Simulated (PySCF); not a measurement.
**Ti³⁺: dipole response in aug-cc-pVQZ-DK**

Aim: the static polarisability and the C₆ coefficient of Ti³⁺, method by method.

Program: PySCF 2.14.0. Level of theory: unrestricted determinants in a Gaussian basis, no spin-orbit coupling in the energies. These are calculated values, not measurements, unless marked.

### 1 The atom as given

```
Element     : titanium (Z = 22)
Basis       : aug-cc-pVQZ-DK
Hamiltonian : scalar relativity by spin-free X2C-1e
State 1     : Ti³⁺: [Ar] 3d1, 2D determinant
Methods     : UHF
```

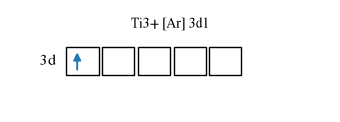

Outer shells as boxes.

One driver process ran all states and methods and kept the integrals in memory. Each run is shown as a PySCF script that sums up its settings (the driver passes frozen orbitals as a list and adds second-order terms of double hybrids); the logs are those of the runs themselves. The driver starts from symmetry-adapted Hartree-Fock orbitals, holds the occupation by maximum overlap and uses a logarithmic radial grid for functionals, so a plain start would take other cycles.

The integrals over 140 functions and the set-up took 11 s of CPU time.

### 2 Ti³⁺, at UHF

#### UHF

The input, input.py:

```python
from pyscf import gto, scf, dft, mp, cc
import basis_set_exchange as bse
mol = gto.M(atom="Ti 0 0 0", charge=3, spin=1, symmetry="D2h",
            basis=gto.basis.parse(bse.get_basis("aug-cc-pVQZ-DK", elements=["Ti"], fmt="nwchem")),
            nucmod="G")
mf = scf.UHF(mol).sfx2c1e()
mf.irrep_nelec = {'Ag': (3, 3), 'B1g': (1, 0), 'B1u': (2, 2), 'B2u': (2, 2), 'B3u': (2, 2)}
mf.kernel()
```

The log of the run:

```text
damping factor = 0
level_shift factor = 0
DIIS = <class 'pyscf.scf.diis.CDIIS'>
diis_start_cycle = 1
diis_space = 10
diis_damp = 0
SCF conv_tol = 1e-09
SCF conv_tol_grad = None
number electrons alpha = 10  beta = 9
cycle= 1 E= -851.091218332729  delta_E= -0.00523  |g|= 0.0285  |ddm|= 0.0385
cycle= 2 E= -851.0914256649  delta_E= -0.000207  |g|= 0.00689  |ddm|= 0.0132
cycle= 3 E= -851.091441345812  delta_E= -1.57e-05  |g|= 0.000841  |ddm|= 0.00691
cycle= 4 E= -851.09144166014  delta_E= -3.14e-07  |g|= 8.9e-05  |ddm|= 0.00086
cycle= 5 E= -851.091441662735  delta_E= -2.6e-09  |g|= 1.64e-05  |ddm|= 0.000608
cycle= 6 E= -851.091441662846  delta_E= -1.11e-10  |g|= 3.3e-06  |ddm|= 8.75e-05
converged SCF energy = -851.091441662846  <S^2> = 0.75198543  2S+1 = 2.0019844
```

It used 80 s of CPU time after the integrals (shared host).

The occupied shells:

```
shell  electrons  mean orbital energy (eV)  spread (eV)  rms radius (bohr)
 1s α          1                   -5051.4            0             0.0804
 1s β          1                   -5051.4            0             0.0804
 2s α          1                   -623.74            0              0.350
 2s β          1                   -623.17            0              0.350
 2p α          3                   -519.47        0.037              0.320
 2p β          3                   -518.89        0.749              0.320
 3s α          1                   -112.61            0               1.06
 3s β          1                   -110.63            0               1.06
 3p α          3                   -82.274        1.387               1.15
 3p β          3                   -79.828        1.964               1.15
 3d α          1                   -43.439            0               1.38
```

⟨S²⟩ = 0.752, ⟨L²⟩ = 6.02.

The driver then solved the coupled dipole response at imaginary frequencies: mean α = 2.191 bohr³ (xx, yy, zz: 2.338, 2.338, 1.897), C₆ = 5.659 au for a like pair.

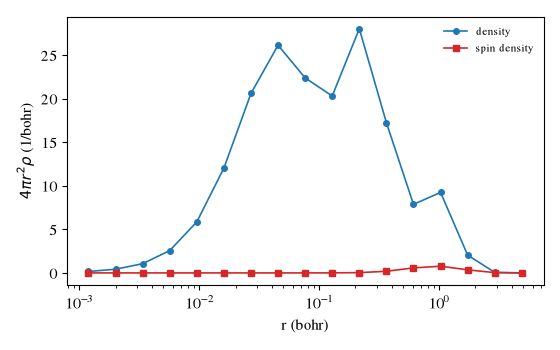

Radial density 4πr²ρ of Ti³⁺ at UHF, at 17 stored radii joined by straight lines.

### 3 The response side by side

Ti³⁺, in atomic units:

```
method  mean α  C₆ (like pair)  S(−4)
   UHF   2.191           5.659  1.460
```

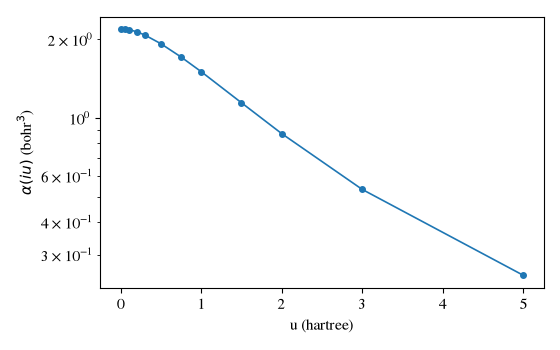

α(iu) of Ti³⁺, the polarisability at imaginary frequency, on a logarithmic scale.

### 4 Summary of results

| quantity | value |
| --- | --- |
| α of Ti³⁺ | 2.191 (UHF) bohr³ |

**Reading.** A single London oscillator with the computed α and C₆ of Ti³⁺ at UHF would have ω = 4 C₆ / (3 α²) = 1.57 hartree. The basis is finite, and no extrapolation was made.
